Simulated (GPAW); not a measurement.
# 1T-TiTe2 monolayer in an electric field, part 2 of 2

How does 1T-TiTe2 monolayer screen a perpendicular field?

GPAW 26.7.0; GPAW, PAW setups; layer in a repeated cell with vacuum, relaxation of atoms and in-plane cell (the session's first sound run).

So far. Step 8 (Field on): The dipole is now 0.0411 e Å, against -0.0012 in the run without a field.

## (9) Field on

Level of this step: GPAW, PAW setups; slab in vacuum (GPAW).

Contents of run.py:

```python
import json
import numpy as np
from ase import Atoms
from gpaw import GPAW, PW
from gpaw.external import ConstantElectricField

slab = Atoms(
    ['Te', 'Ti', 'Te'],
    positions=[
        [1.86847, 1.07876, 9.00000],
        [-0.00000, 0.00000, 10.75143],
        [0.00000, 2.15752, 12.50285]],
    cell=[[3.73695, 0.0, 0.0], [-1.86847, 3.2363, 0.0], [0.0, 0.0, 21.5029]],
    pbc=[True, True, False])

slab.calc = GPAW(mode=PW(400), xc='PBE', kpts={'size': (9, 9, 1), 'gamma': True},
                 occupations={'name': 'fermi-dirac', 'width': 0.05}, nbands='160%',
                 convergence={'density': 1e-05}, maxiter=200,
                 poissonsolver={'dipolelayer': 'xy'},
                 external=ConstantElectricField(0.2, [0, 0, 1]),
                 symmetry={'tolerance': 1e-3}, txt='slab.txt')
result = {}
energy = slab.get_potential_energy()
fermi = slab.calc.get_fermi_level()
v = slab.calc.get_electrostatic_potential().mean((0, 1)) - fermi
n = slab.calc.get_pseudo_density().mean((0, 1))
L = slab.cell[2, 2]
z = np.arange(len(v)) * L / len(v)
low, high = slab.positions[:, 2].min(), slab.positions[:, 2].max()
below, above = np.interp([low - 6.8, high + 6.8], z, v)
slopes = [np.interp(x, z, np.gradient(v, z)) for x in (low - 6.8, high + 6.8)]
eps = np.array([[slab.calc.get_eigenvalues(k, s) for k in range(len(slab.calc.get_ibz_k_points()))]
                for s in range(slab.calc.get_number_of_spins())]) - fermi
top, bottom = eps[eps < 0].max(), eps[eps > 0].min()
dipole = slab.get_dipole_moment()[2]
print(f'energy {energy:.4f} eV, Fermi level {fermi:.4f} eV, dipole {dipole:.5f} e A')
print(f'potential 6.8 A off the faces, from the Fermi level: lower {below:.4f} eV, upper {above:.4f} eV')
print(f'slope of the potential there: lower {slopes[0]:.5f}, upper {slopes[1]:.5f} eV/A')
print(f'nearest levels on the mesh: {top:.4f} and {bottom:.4f} eV')
print('magnetic moment', round(slab.get_magnetic_moment(), 3))
result.update(energy=energy, fermi=fermi, dipole=dipole, below=below, above=above, slopes=slopes, edges=[top, bottom],
              z=z.tolist(), v=v.tolist(), n=n.tolist(), positions=slab.positions.tolist(),
              forces=slab.get_forces(apply_constraint=False).tolist(), moments=slab.get_magnetic_moments().tolist())
json.dump(result, open('result.json', 'w'))
```

Started as:

```
OMP_NUM_THREADS=1 OPENBLAS_NUM_THREADS=1 python run.py
```

Output:

```text
energy -15.0912 eV, Fermi level -1.3402 eV, dipole 0.08227 e A
potential 6.8 A off the faces, from the Fermi level: lower 5.4896 eV, upper 4.2587 eV
slope of the potential there: lower 0.00009, upper -0.00010 eV/A
nearest levels on the mesh: -0.0933 and 0.0219 eV
magnetic moment 0.0
```

Run time: 64 s. Hardware: 1 thread of Intel Xeon Platinum 8488C (Sapphire Rapids), shared host; peak memory 0.29 GiB.

The dipole is now 0.0823 e Å, against -0.0012 in the run without a field.

## (10) In a field

Edit run.py of step 9 so:

```diff
@@ -19,3 +19,3 @@
                  poissonsolver={'dipolelayer': 'xy'},
-                 external=ConstantElectricField(0.2, [0, 0, 1]),
+                 external=ConstantElectricField(0.3, [0, 0, 1]),
                  symmetry={'tolerance': 1e-3}, txt='slab.txt')
```

Output:

```text
energy -15.1015 eV, Fermi level -1.3428 eV, dipole 0.12345 e A
potential 6.8 A off the faces, from the Fermi level: lower 5.8017 eV, upper 3.9546 eV
slope of the potential there: lower 0.00009, upper -0.00010 eV/A
nearest levels on the mesh: -0.0933 and 0.0219 eV
magnetic moment 0.0
```

It took 65 s on 1 thread; peak memory 0.29 GiB.

The dipole is now 0.123 e Å, against -0.0012 in the run without a field.

## (11) The series

The members are put on one axis.

This step: induced dipole against applied field (GPAW 26.7.0).

Table of dipole along the normal by field:

```
field (V/Å)  dipole along the normal (e·Å)
     -0.200                        -0.0823
     -0.100                        -0.0411
     -0.050                        -0.0206
      0.000                       -0.00116
      0.050                         0.0206
      0.100                         0.0411
      0.200                         0.0823
      0.300                          0.123
```

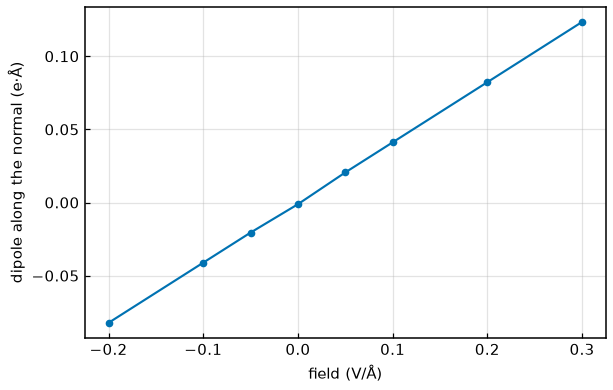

Dipole along the normal against field.

## (12) A changed run

One more run, with changed settings.

This step: GPAW, PAW setups; slab in vacuum (GPAW 26.7.0).

Edit run.py of step 10 so:

```diff
@@ -4,3 +4,2 @@
 from gpaw import GPAW, PW
-from gpaw.external import ConstantElectricField
 
@@ -15,7 +14,6 @@
 
-slab.calc = GPAW(mode=PW(400), xc='PBE', kpts={'size': (9, 9, 1), 'gamma': True},
+slab.calc = GPAW(mode=PW(100), xc='PBE', kpts={'size': (9, 9, 1), 'gamma': True},
                  occupations={'name': 'fermi-dirac', 'width': 0.05}, nbands='160%',
-                 convergence={'density': 1e-05}, maxiter=200,
+                 convergence={'density': 1e-05}, maxiter=50,
                  poissonsolver={'dipolelayer': 'xy'},
-                 external=ConstantElectricField(0.3, [0, 0, 1]),
                  symmetry={'tolerance': 1e-3}, txt='slab.txt')
```

Output:

```text
energy 33.3379 eV, Fermi level -0.6437 eV, dipole -0.00119 e A
potential 6.8 A off the faces, from the Fermi level: lower 4.6646 eV, upper 4.6732 eV
slope of the potential there: lower -0.02894, upper 0.02895 eV/A
nearest levels on the mesh: -0.1334 and 0.0207 eV
magnetic moment 0.0
```

The job ended after 4.7 s (1 thread; peak memory 0.13 GiB).

The run finished. A setting was moved off its sound value on purpose, so it serves as a test and not as the result.

The fault put into the input: a cutoff far too low (ecut = 100).

## (13) What came out

| Item | Value |
| --- | --- |
| work function, upper and lower face | 4.875 and 4.867 eV |
| dipole along the normal | -0.0012 e Å, near the numerical noise |
| induced dipole per field | 0.411 e Å per V/Å |
| out-of-plane polarisability per area, α/(ε0 A) | 6.16 Å |

The field induces 0.411 e Å per V/Å, a polarisable thickness α/(ε0 A) of 6.16 Å beside 3.50 Å between the outermost nuclei. A perfect conductor would give the distance between its two image planes; a dielectric of thickness t gives t(1 - 1/ε). The induced dipole is linear in the field over this range. The small printed dipole stands for a step of 17 meV from the lower to the upper face, and the probes find 8.3 meV; values this small are near the numerical noise of both. The runs had no spin polarisation, so a magnetic state, which thin layers of d-metal atoms can have, wasn't tested. The layer's cell and atoms come from the relaxation; spin-orbit coupling and temperature are left out.

[Logs are printed without paths, hosts, clocks, repeated set-up lines and the standing remarks that a program may print on its own settings, such as how far it seeks lower states.]

[Hosts, paths, dates, database ids (printed as entryN), source tags and the programs' standing remarks are cut or masked in the printed files.]
